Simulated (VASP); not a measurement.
Energy against volume of CoGa (CsCl type). These are optB88-vdW, VASP's PBE PAW potentials (set 64) (plane waves; VASP 6.6.1) values and carry that method's errors.

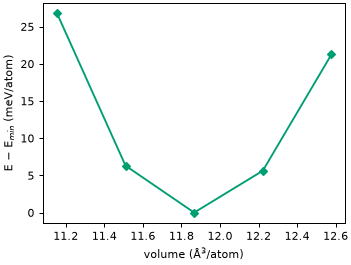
Figure. Energy against volume

Q: Estimate the equilibrium volume and the bulk modulus.

A: The minimum lies near 11.9 Å³/atom, and the curvature gives B0 of about 180 GPa.

The compound is CoGa in the CsCl type structure. It was relaxed first. The run is not spin-polarised, so no magnetic state was tried.
